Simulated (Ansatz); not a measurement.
# Li4NF: complex band structure, part 2 of 3

Wanted: the relaxed cell of Li4NF, its band edges and its decay constants. It is built by putting F for Cl in the Li4NCl structure of space group R-3m, with the volume rescaled by atomic radii. The parent structure comes from the Materials Project.

Ansatz 0.2.0; PBE DFT, plane waves, PAW files (the session's first sound run).

So far. Step 2 (Cell and atoms at rest): The largest force component on a free atom ends at 0.0016 eV/Å.

The structure was built from a prototype and need not be the compound's stable phase.

**3. Band edges**

The energy window and the wavevectors of the next steps follow from the band edges, so these are searched first, off the mesh as well.

Contents of input.yaml:

```yaml
crystal:
  lattice:
    - [1.7340805013, 1.0011718442, 5.8828363089]
    - [-1.7340805013, 1.0011718442, 5.8828363089]
    - [0.0, -2.0023436884, 5.8828363089]
  atoms:
    - { symbol: Li, position: [0.8915453755, 0.8915453755, 0.8915453755] }
    - { symbol: Li, position: [0.1084546245, 0.1084546245, 0.1084546245] }
    - { symbol: Li, position: [0.6484623366, 0.6484623366, 0.6484623366] }
    - { symbol: Li, position: [0.3515376634, 0.3515376634, 0.3515376634] }
    - { symbol: "N", position: [0.0, 0.0, 0.0] }
    - { symbol: F, position: [0.5, 0.5, 0.5] }
kpoints:
  mp_grid: { grid: [8, 8, 8] }
  band_path: { path: [VBM, CBM], npoints: 30 }
scf:
  occupations: { method: fixed }
hamiltonian:
  xc: pbe
output:
  eigenvalues: true
  write_potential: true
  write_density: true
  volumetric_format: npy
```

Started as:

```
> ansatz run input.yaml --threads 2 --pin off --max-ram 4096MiB --backend cpu --events-out ev --progress --plain --runs-dir out
```

Numbers of over 12 decimals in the logs are rounded to 6 here.

What it wrote:

```text
[...]
Crystal: 6 atoms, lattice volume = 61.280 Å³
Basis set: ecut = 420 eV, 1219 PW (Γ), FFT grids on a1−a2, a2, −a2+a3
Bands: 18, of which v1, the nominal top of the filled ones, is band 12 counted from 1 (11 counted from 0)
Symmetry: 12 space group operations
[...]
k-points: 65 of 512
[...]
SCF iter   1: F=—  HF=-2015.238053 eV  |F-HF|=—  |Δ(HF+E_count)|=         —  Δρ=1.62e-3  dr2=2.82e-3  ethr=1.77e-3  ⟨swp⟩=3.9  Hψ=4678  notcnv=0  defer=248
[...]
SCF iter   6: F=-2015.237628 eV  HF=-2015.237628 eV  |F-HF|=6.08e-8  |Δ(HF+E_count)|=   8.45e-7  Δρ=1.57e-5  dr2=7.44e-8  ethr=4.17e-10  ⟨swp⟩=6.2  Hψ=4991  notcnv=0
SCF 1 converged in 6 iterations: F = -2015.237628 eV  dr2 = 7.44e-8
[...]
NSCF: frozen V_eff on 32 k-points
[...]
SCF converged after 6 iterations
Free energy (F): -2015.237628 eV
[...]
Internal energy: -2015.237628 eV  (E = F + TS)
E sigma→0 (E₀):  -2015.237628 eV
Fermi energy:    3.854095 eV
[...]
--- Band table (eV; the first three rows and the last of 65) ---
  k-point 0: bands = [... 8 lower, -2.2757, 1.8189, 3.8541, 3.8541, 4.6311, 9.5002, 9.9502, 12.3191, ... 2 higher]
  k-point 1: bands = [... 8 lower, -2.3115, 1.9097, 3.3545, 3.6626, 5.1199, 9.0857, 10.2734, 12.5112, ... 2 higher]
  k-point 2: bands = [... 8 lower, -2.3966, 2.1378, 2.6246, 3.2546, 5.9788, 8.3126, 10.9191, 12.0362, ... 2 higher]
  k-point 64: bands = [... 8 lower, -2.2752, 1.3474, 3.8391, 3.8391, 5.5219, 7.6029, 11.4862, 12.4152, ... 2 higher]
```

Elapsed: 2.5 s, on 2 threads of Arm Neoverse V2, shared host; peak memory 0.33 GiB.

The column dr2 measures how far the density is from self-consistency, as an energy; F and HF (Harris–Foulkes) agree once it is small.

This step gave:

* free energy: -2015.2376 eV
* Fermi energy: 3.854 eV
* gap on the k-mesh: 0.7770 eV
* gap on path: 0.7768 eV, by band count; negative where bands overlap
* direct gap on path: 0.7770 eV
* edge places on path: 0.001113, 0.01113 1/A along the path

The electronic bands at the labelled points (eV, zero at the Fermi level (highest filled level under fixed occupations); v1 is the highest filled band, c1 the lowest empty one):

| point | v4 | v3 | v2 | v1 | c1 | c2 | c3 |
| --- | --- | --- | --- | --- | --- | --- | --- |
| VBM | -6.13 | -2.04 | 0.00 | 0.00 | 0.78 | 5.64 | 6.10 |
| CBM | -6.13 | -2.04 | 0.00 | 0.00 | 0.78 | 5.65 | 6.10 |

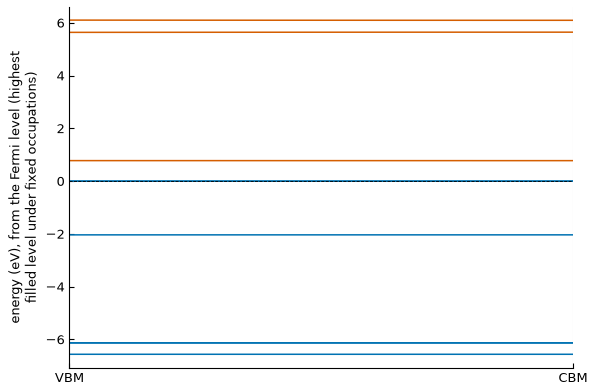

Electronic bands along the path; lines of filled and empty bands in two colours.

The searched edges give 0.777 eV, as on the mesh.

**4. Decaying states in the gap**

This step: PBE DFT, plane waves, PAW files; complex bands by layer matching along the plane's normal (Ansatz 0.2.0).

The same crystal is laid in a cell whose first two vectors span the (001) plane (indices of the standard conventional cell, whose axes can be ordered otherwise than in the bulk input). At fixed energy and wavevector in the plane the solver finds all kz, real and complex. A few wavevectors are listed, (0, 0) and (0.5, 0) in units of the plane's reciprocal vectors; the slowest state needn't be among them.

Contents of input.yaml:

```yaml
crystal:
  lattice:
    - [3.468161003, 0.0, 0.0]
    - [1.734080501, 3.003515533, 0.0]
    - [1.734080501, 1.001171844, 5.882836309]
  atoms:
    - { symbol: Li, position: [0.1084546245, 0.1084546245, 0.6746361265] }
    - { symbol: Li, position: [0.8915453755, 0.8915453755, 0.3253638735] }
    - { symbol: Li, position: [0.3515376634, 0.3515376634, 0.9453870098] }
    - { symbol: Li, position: [0.6484623366, 0.6484623366, 0.0546129902] }
    - { symbol: "N", position: [0.0, 0.0, 0.0] }
    - { symbol: F, position: [0.5, 0.5, 0.5] }
kpoints:
  mp_grid: { grid: [8, 8, 8] }
scf:
  occupations: { method: fixed }
hamiltonian:
  xc: pbe
output:
  eigenvalues: true
  transmission:
    leads: [[0, 0]]
    kpoints: [[0.0, 0.0], [0.5, 0.0]]
    e_range: [-1.0, 1.78]
    de: 0.06
```

What it wrote:

```text
[...]
Crystal: 6 atoms, lattice volume = 61.280 Å³
Basis set: ecut = 420 eV, 1219 PW (Γ)
Bands: 18, of which v1, the nominal top of the filled ones, is band 12 counted from 1 (11 counted from 0)
Symmetry: 12 space group operations
[...]
k-points: 65 of 512
[...]
SCF iter   1: F=—  HF=-2015.238084 eV  |F-HF|=—  |Δ(HF+E_count)|=         —  Δρ=1.62e-3  dr2=2.82e-3  ethr=1.77e-3  ⟨swp⟩=3.9  Hψ=4677  notcnv=0  defer=248
[...]
SCF iter   6: F=-2015.237628 eV  HF=-2015.237628 eV  |F-HF|=6.34e-8  |Δ(HF+E_count)|=   8.25e-7  Δρ=1.59e-5  dr2=7.55e-8  ethr=4.17e-10  ⟨swp⟩=6.2  Hψ=4953  notcnv=0
SCF 1 converged in 6 iterations: F = -2015.237628 eV  dr2 = 7.55e-8
[...]
transmission: 8 of 16 steps passed
transmission: 16 of 16 steps passed
SCF converged after 6 iterations
Free energy (F): -2015.237628 eV
[...]
Internal energy: -2015.237628 eV  (E = F + TS)
E sigma→0 (E₀):  -2015.237628 eV
Fermi energy:    3.854093 eV
[...]
--- Band table (eV; the first three rows and the last of 65) ---
  k-point 0: bands = [... 8 lower, -2.2757, 1.8189, 3.8541, 3.8541, 4.6311, 9.5002, 9.9502, 12.3191, ... 2 higher]
  k-point 1: bands = [... 8 lower, -2.2755, 1.7427, 3.8520, 3.8520, 4.7472, 8.9928, 10.4254, 12.3328, ... 2 higher]
  k-point 2: bands = [... 8 lower, -2.2752, 1.5710, 3.8468, 3.8468, 5.0369, 8.3496, 10.9705, 12.3663, ... 2 higher]
  k-point 64: bands = [... 8 lower, -2.4839, 1.9908, 2.2472, 3.0126, 6.7718, 8.1419, 9.8690, 10.6780, ... 2 higher]
--- Transmission ---
  basis      : 91 plane waves across, 8 finite elements along
  points     : 2, as listed
  energies   : 47 from -1.000000 to 1.760000 eV about the Fermi level, 0.060000 eV apart; the leads are filled to 0.388503 eV, and channels, transmission and decay are at 0.380000 eV
  crystal 0  : Li4N1F1, at the sites [0, 0], period 5.8828 Å: whole cells are its period
    offset         : up to 0.0000 Å between an atom of the period and one for which it stands
    channels       : 0.000000e0 a spin
    conductance    : none, the energies end too early or step too widely for 300 K: set another output.transmission.e_range or a lower de, or, where they end at an eighth of basis.ecutwfc, a higher one
    slowest decay  : 0.2219 /Å at (0.0000, 0.0000)
```

Wall time 3.5 s (2 threads); peak memory 0.33 GiB.

This step gave:

```
level to which the leads are filled                       : 0.3885 eV from the Fermi level
decay constant at the filling level, zone centre          : 0.2219 Å⁻¹
decay constant at the filling level, slowest listed point : 0.2219 Å⁻¹
```

K parallel (0, 0); values up to 1.5 1/Å, a degenerate pair printed once or twice; energies at which all values exceed this have no row. The Im kz of the slowest decaying states by energy, zero at the highest filled level on the SCF mesh:

| energy (eV) | decay 1 (Å⁻¹) | decay 2 (Å⁻¹) | decay 3 (Å⁻¹) | decay 4 (Å⁻¹) |
| --- | --- | --- | --- | --- |
| -1.0000 | 0.323 | 1.00 | 1.43 | 1.47 |
| -0.7600 | 0.328 | 0.942 | 1.38 | 1.49 |
| -0.5200 | 0.324 | 0.863 | 1.35 | 1.49 |
| -0.2200 | 0.308 | 0.696 | 1.32 | 1.47 |
| 0.0200 | 0.284 | 0.335 | 1.29 | 1.46 |
| 0.2600 | 0.247 | 0.708 | 1.27 | 1.44 |
| 0.5000 | 0.190 | 0.802 | 1.25 | 1.43 |
| 0.7400 | 0.0726 | 0.852 | 1.23 | 1.41 |
| 0.9800 | 0.884 | 1.21 | 1.40 | 1.49 |
| 1.2200 | 0.905 | 1.20 | 1.38 | 1.48 |
| 1.5200 | 0.922 | 1.18 | 1.36 | 1.47 |
| 1.7600 | 0.0928 | 0.930 | 1.16 | 1.34 |

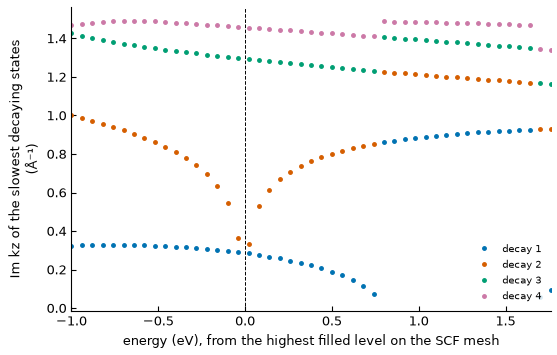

Im kz of the slowest decaying states, plotted against energy.

K parallel (0.5, 0); values up to 1.5 1/Å, a degenerate pair printed once or twice; energies at which all values exceed this have no row. Table of Im kz of the slowest decaying states by energy, zero at the highest filled level on the SCF mesh:

| energy (eV) | decay 1 (Å⁻¹) | decay 2 (Å⁻¹) | decay 3 (Å⁻¹) | decay 4 (Å⁻¹) |
| --- | --- | --- | --- | --- |
| -1.0000 | 0.201 | 0.395 | 0.444 | - |
| -0.7600 | 0.328 | 0.464 | 0.641 | - |
| -0.5200 | 0.425 | 0.516 | 0.732 | - |
| -0.2200 | 0.432 | 0.587 | 0.798 | - |
| 0.0200 | 0.424 | 0.625 | 0.833 | - |
| 0.2600 | 0.410 | 0.652 | 0.859 | 1.50 |
| 0.5000 | 0.391 | 0.672 | 0.880 | 1.48 |
| 0.7400 | 0.365 | 0.686 | 0.896 | 1.47 |
| 0.9800 | 0.333 | 0.696 | 0.909 | 1.45 |
| 1.2200 | 0.292 | 0.703 | 0.920 | 1.43 |
| 1.5200 | 0.220 | 0.708 | 0.930 | 1.41 |
| 1.7600 | 0.122 | 0.709 | 0.936 | 1.39 |

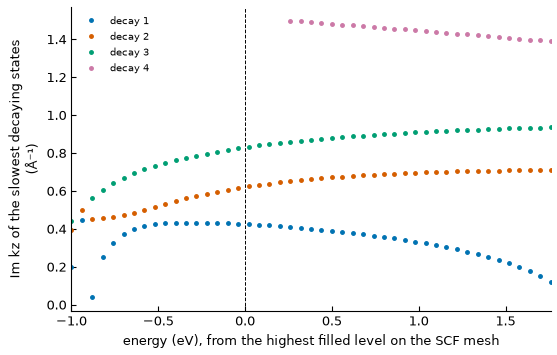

Im kz of the slowest decaying states, plotted against energy.

At the listed wavevectors the last open channel is at -0.94 eV and the next at +0.80 eV on the grid, wider than the gap, since narrow bands can fall between grid energies. At +0.38 eV, the grid energy nearest the filling level (the middle of the gap on the SCF mesh), the slowest state at the listed wavevectors decays with κ = 0.222 Å⁻¹, its amplitude falling by e over 4.5 Å. Through 1 nm of this crystal that state's transmission falls by exp(−2 × 0.222 Å⁻¹ × 10 Å) = 0.012.

**5. Band edges at another level**

This step: LDA DFT, plane waves, PAW files (Ansatz 0.2.0).

The edges again with LDA, at the same atoms.

Contents of input.yaml:

```yaml
crystal:
  lattice:
    - [1.7340805013, 1.0011718442, 5.8828363089]
    - [-1.7340805013, 1.0011718442, 5.8828363089]
    - [0.0, -2.0023436884, 5.8828363089]
  atoms:
    - { symbol: Li, position: [0.8915453755, 0.8915453755, 0.8915453755] }
    - { symbol: Li, position: [0.1084546245, 0.1084546245, 0.1084546245] }
    - { symbol: Li, position: [0.6484623366, 0.6484623366, 0.6484623366] }
    - { symbol: Li, position: [0.3515376634, 0.3515376634, 0.3515376634] }
    - { symbol: "N", position: [0.0, 0.0, 0.0] }
    - { symbol: F, position: [0.5, 0.5, 0.5] }
kpoints:
  mp_grid: { grid: [8, 8, 8] }
  band_path: { path: [VBM, CBM], npoints: 30 }
scf:
  occupations: { method: fixed }
hamiltonian:
  xc: lda
output:
  eigenvalues: true
```

What it wrote:

```text
[...]
Crystal: 6 atoms, lattice volume = 61.280 Å³
Basis set: ecut = 420 eV, 1219 PW (Γ), FFT grids on a1−a3, a2−a3, a3
Bands: 18, of which v1, the nominal top of the filled ones, is band 12 counted from 1 (11 counted from 0)
Symmetry: 12 space group operations
[...]
k-points: 65 of 512
[...]
SCF iter   1: F=—  HF=-1978.787537 eV  |F-HF|=—  |Δ(HF+E_count)|=         —  Δρ=1.29e-2  dr2=8.59e-2  ethr=1.77e-3  ⟨swp⟩=3.9  Hψ=4225  notcnv=0  defer=249
[...]
SCF iter   7: F=-1978.746524 eV  HF=-1978.746524 eV  |F-HF|=3.27e-9  |Δ(HF+E_count)|=   7.22e-8  Δρ=6.97e-6  dr2=1.33e-8  ethr=4.17e-10  ⟨swp⟩=7.2  Hψ=4404  notcnv=0
SCF 1 converged in 7 iterations: F = -1978.746524 eV  dr2 = 1.33e-8
[...]
SCF converged after 7 iterations
Free energy (F): -1978.746524 eV
[...]
Internal energy: -1978.746524 eV  (E = F + TS)
E sigma→0 (E₀):  -1978.746524 eV
Fermi energy:    3.505511 eV
[...]
--- Band table (eV; the first three rows and the last of 65) ---
  k-point 0: bands = [... 8 lower, -2.6310, 1.4751, 3.5055, 3.5055, 4.1711, 9.0725, 9.4916, 11.7535, ... 2 higher]
  k-point 1: bands = [... 8 lower, -2.6682, 1.5651, 3.0027, 3.3074, 4.6607, 8.6497, 9.8075, 11.9684, ... 2 higher]
  k-point 2: bands = [... 8 lower, -2.7568, 1.7895, 2.2843, 2.8877, 5.5069, 7.8626, 10.4497, 11.4706, ... 2 higher]
  k-point 64: bands = [... 8 lower, -2.6304, 0.9969, 3.4893, 3.4893, 5.0002, 7.2628, 10.9678, 11.8469, ... 2 higher]
```

Run time: 2.5 s. Hardware: 2 threads; peak memory 0.32 GiB.

This step gave:

```yaml
free_energy: -1978.7465 eV
fermi_energy: 3.506 eV
gap_on_the_k_mesh: 0.6656 eV
gap_on_path: 0.6654 eV, by band count; negative where bands overlap
direct_gap_on_path: 0.6656 eV
```

The electronic bands at the labelled points (eV, zero at the Fermi level (highest filled level under fixed occupations); v1 is the highest filled band, c1 the lowest empty one):

| point | v4 | v3 | v2 | v1 | c1 | c2 | c3 |
| --- | --- | --- | --- | --- | --- | --- | --- |
| VBM | -6.14 | -2.03 | 0.00 | 0.00 | 0.67 | 5.56 | 5.99 |
| CBM | -6.14 | -2.03 | 0.00 | 0.00 | 0.67 | 5.57 | 5.99 |

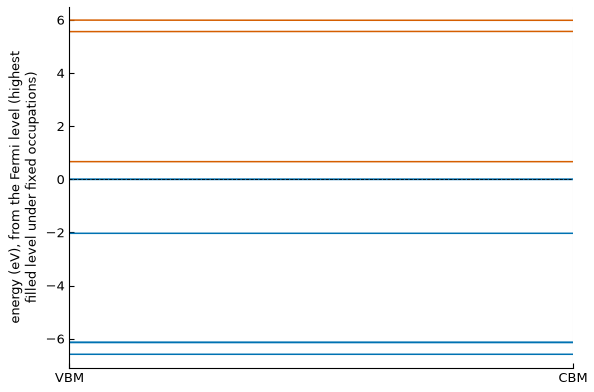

Electronic bands along the path; lines of filled and empty bands in two colours.

The searched edges give 0.665 eV, as on the mesh.

Between step 3 and this run (LDA) the value for the gap on the k-mesh moves from 0.777 eV to 0.666 eV.

**6. Complex bands at another level**

This step: LDA DFT, plane waves, PAW files; complex bands by layer matching along the plane's normal (Ansatz 0.2.0).

The complex bands at that level, over its own gap, at (0, 0) and (0.5, 0).

Contents of input.yaml:

```yaml
crystal:
  lattice:
    - [3.468161003, 0.0, 0.0]
    - [1.734080501, 3.003515533, 0.0]
    - [1.734080501, 1.001171844, 5.882836309]
  atoms:
    - { symbol: Li, position: [0.1084546245, 0.1084546245, 0.6746361265] }
    - { symbol: Li, position: [0.8915453755, 0.8915453755, 0.3253638735] }
    - { symbol: Li, position: [0.3515376634, 0.3515376634, 0.9453870098] }
    - { symbol: Li, position: [0.6484623366, 0.6484623366, 0.0546129902] }
    - { symbol: "N", position: [0.0, 0.0, 0.0] }
    - { symbol: F, position: [0.5, 0.5, 0.5] }
kpoints:
  mp_grid: { grid: [8, 8, 8] }
scf:
  occupations: { method: fixed }
hamiltonian:
  xc: lda
output:
  eigenvalues: true
  transmission:
    leads: [[0, 0]]
    kpoints: [[0.0, 0.0], [0.5, 0.0]]
    e_range: [-1.0, 1.67]
    de: 0.05
```

What it wrote:

```text
[...]
Crystal: 6 atoms, lattice volume = 61.280 Å³
Basis set: ecut = 420 eV, 1219 PW (Γ)
Bands: 18, of which v1, the nominal top of the filled ones, is band 12 counted from 1 (11 counted from 0)
Symmetry: 12 space group operations
[...]
k-points: 65 of 512
[...]
SCF iter   1: F=—  HF=-1978.787540 eV  |F-HF|=—  |Δ(HF+E_count)|=         —  Δρ=1.29e-2  dr2=8.59e-2  ethr=1.77e-3  ⟨swp⟩=3.9  Hψ=4222  notcnv=0  defer=249
[...]
SCF iter   7: F=-1978.746524 eV  HF=-1978.746524 eV  |F-HF|=3.27e-9  |Δ(HF+E_count)|=   7.20e-8  Δρ=7.00e-6  dr2=1.34e-8  ethr=4.17e-10  ⟨swp⟩=7.2  Hψ=4404  notcnv=0
SCF 1 converged in 7 iterations: F = -1978.746524 eV  dr2 = 1.34e-8
[...]
transmission: 8 of 16 steps passed
transmission: 16 of 16 steps passed
SCF converged after 7 iterations
Free energy (F): -1978.746524 eV
[...]
Internal energy: -1978.746524 eV  (E = F + TS)
E sigma→0 (E₀):  -1978.746524 eV
Fermi energy:    3.505511 eV
[...]
--- Band table (eV; the first three rows and the last of 65) ---
  k-point 0: bands = [... 8 lower, -2.6310, 1.4751, 3.5055, 3.5055, 4.1711, 9.0725, 9.4916, 11.7535, ... 2 higher]
  k-point 1: bands = [... 8 lower, -2.6307, 1.3977, 3.5033, 3.5033, 4.2827, 8.5773, 9.9554, 11.7667, ... 2 higher]
  k-point 2: bands = [... 8 lower, -2.6303, 1.2234, 3.4977, 3.4977, 4.5574, 7.9596, 10.4790, 11.7994, ... 2 higher]
  k-point 64: bands = [... 8 lower, -2.8549, 1.6500, 1.8896, 2.6756, 6.2866, 7.6652, 9.3429, 10.1311, ... 2 higher]
--- Transmission ---
  basis      : 91 plane waves across, 8 finite elements along
  points     : 2, as listed
[...]
crystal 0  : Li4N1F1, at the sites [0, 0], period 5.8828 Å: whole cells are its period
[...]
channels       : 0.000000e0 a spin
[...]
slowest decay  : 0.2036 /Å at (0.0000, 0.0000)
```

Elapsed: 3.7 s, on 2 threads; peak memory 0.33 GiB.

This step gave:

```
level to which the leads are filled                       : 0.3328 eV from the Fermi level
decay constant at the filling level, zone centre          : 0.2036 Å⁻¹
decay constant at the filling level, slowest listed point : 0.2036 Å⁻¹
```

K parallel (0, 0); values up to 1.5 1/Å, a degenerate pair printed once or twice; energies at which all values exceed this have no row. The Im kz of the slowest decaying states by energy, zero at the highest filled level on the SCF mesh:

| energy (eV) | decay 1 (Å⁻¹) | decay 2 (Å⁻¹) | decay 3 (Å⁻¹) | decay 4 (Å⁻¹) |
| --- | --- | --- | --- | --- |
| -1.0000 | 0.319 | 0.989 | 1.41 | - |
| -0.7500 | 0.323 | 0.926 | 1.40 | 1.49 |
| -0.5000 | 0.317 | 0.842 | 1.36 | 1.42 |
| -0.2500 | 0.301 | 0.706 | 1.32 | 1.43 |
| 0.0000 | 0.0722 | 0.273 | 1.29 | 1.44 |
| 0.2500 | 0.228 | 0.688 | 1.26 | 1.43 |
| 0.5000 | 0.152 | 0.788 | 1.24 | 1.41 |
| 0.7500 | 0.839 | 1.21 | 1.40 | 1.44 |
| 1.0000 | 0.871 | 1.19 | 1.38 | 1.43 |
| 1.2500 | 0.892 | 1.18 | 1.36 | 1.43 |
| 1.5000 | 0.0257 | 0.905 | 1.16 | 1.34 |

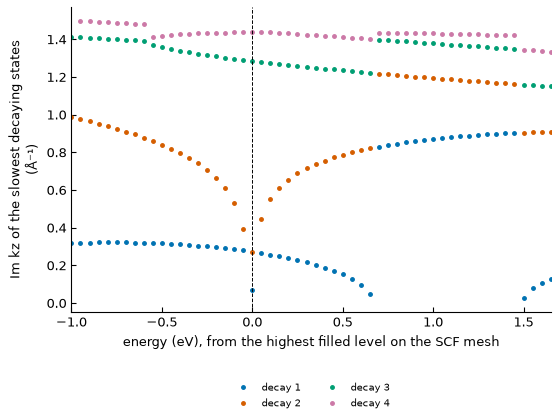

Im kz of the slowest decaying states, plotted against energy.

K parallel (0.5, 0); values up to 1.5 1/Å, a degenerate pair printed once or twice; energies at which all values exceed this have no row. Table of Im kz of the slowest decaying states by energy, zero at the highest filled level on the SCF mesh:

| energy (eV) | decay 1 (Å⁻¹) | decay 2 (Å⁻¹) | decay 3 (Å⁻¹) | decay 4 (Å⁻¹) |
| --- | --- | --- | --- | --- |
| -1.0000 | 0.231 | 0.432 | 0.443 | - |
| -0.7500 | 0.320 | 0.452 | 0.650 | - |
| -0.5000 | 0.415 | 0.512 | 0.736 | - |
| -0.2500 | 0.419 | 0.573 | 0.788 | - |
| 0.0000 | 0.410 | 0.616 | 0.824 | 1.49 |
| 0.2500 | 0.394 | 0.645 | 0.851 | 1.48 |
| 0.5000 | 0.371 | 0.666 | 0.872 | 1.46 |
| 0.7500 | 0.342 | 0.682 | 0.889 | 1.44 |
| 1.0000 | 0.303 | 0.693 | 0.902 | 1.42 |
| 1.2500 | 0.252 | 0.700 | 0.912 | 1.40 |
| 1.5000 | 0.178 | 0.704 | 0.920 | 1.38 |

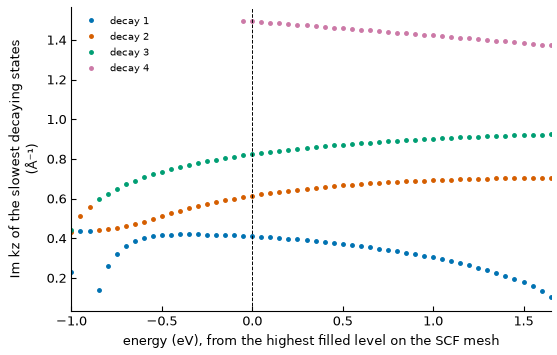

Im kz of the slowest decaying states, plotted against energy.

At the listed wavevectors the last open channel is at -0.90 eV and the next at +0.70 eV on the grid, wider than the gap, since narrow bands can fall between grid energies. At +0.35 eV, the grid energy nearest the filling level (the middle of the gap on the SCF mesh), the slowest state at the listed wavevectors decays with κ = 0.204 Å⁻¹, its amplitude falling by e over 4.9 Å; the first such run, plane (001), gave 0.222 Å⁻¹.

(Part 2 of 3 ends here.)

[Logs are printed without paths, hosts, clocks, repeated set-up lines and the standing remarks that a program may print on its own settings, such as how far it seeks lower states.]

[Hosts, paths, dates, database ids (printed as entryN), source tags and the programs' standing remarks are cut or masked in the printed files.]
